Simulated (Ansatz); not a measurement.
Method: PBE (plane waves to 420 eV, PAW; Ansatz, a first-principles code).

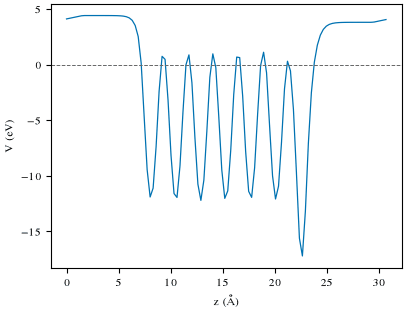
Fig. 1. Electrostatic potential energy of an electron, averaged over planes parallel to the surface, in eV from the Fermi level, for a constructed model of the (111) surface of fcc Ag, a pseudomorphic layer of Sc in the host's stacking (bottom of the slab: a bare face, its two planes held)

Model: 7-atom slab, 14.8 Å thick at the start with caps and adatoms, 15x15x1 mesh, Fermi-Dirac 0.1 eV, dipole correction, 2 atoms held, the rest relaxed; start symmetry kept, larger cells not searched; no spin, no spin-orbit, no U. In PBE it is, or lies within 0.01 eV a 1x1 cell of, the lowest of the 2 structures of its composition computed so far; subsurface sites and larger cells were not tried.

The vacuum level lies 3.80 eV above the Fermi level over the top face and 4.41 eV above it under the bottom face.
